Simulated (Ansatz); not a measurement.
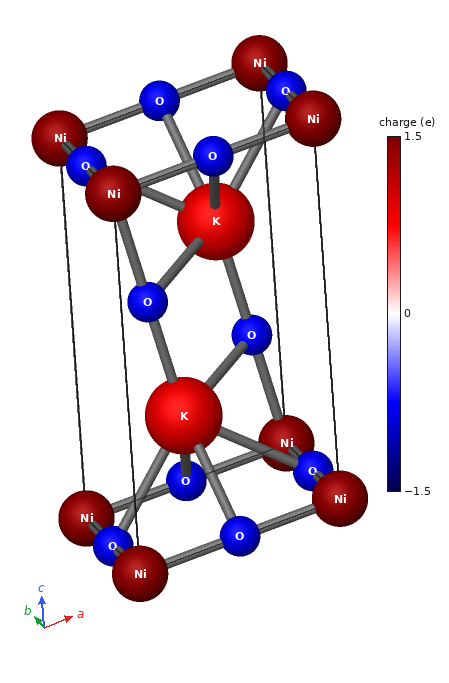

Crystal structure, ball-and-stick style, seen slightly off an axis. Atoms at the boundary of the simulation cell (the box) are drawn once for each face, edge or corner they touch. The atoms of this K2NiO4 cell are coloured by their Bader charge.

Run with DFT, PAW plane waves, r2SCAN+U (Ansatz) and these settings: a kinetic-energy cutoff of 500 eV, 5×5×5 k-mesh, Gaussian smearing of 0.023 eV, U_eff = 5.68 eV on Ni d, collinear spins. The state is ferromagnetic.

Question: Give the charges by element.

Answer: Most positive: Ni; most negative: O. Charges: about K +0.9 e; Ni +1.4 e; O -0.8 e. The transfer is large, as in an ionic solid.

The picture shows a generated cell, made by putting these elements into a known structure type (the compound may or may not exist in this form); the geometry isn't optimised. It was the input of a calculation with Ansatz.

At this level of theory the cell isn't at rest (forces up to 1.8 eV/Å), so its distances can differ from those at equilibrium, the more so the softer the solid, and its magnetic state may change on relaxation.
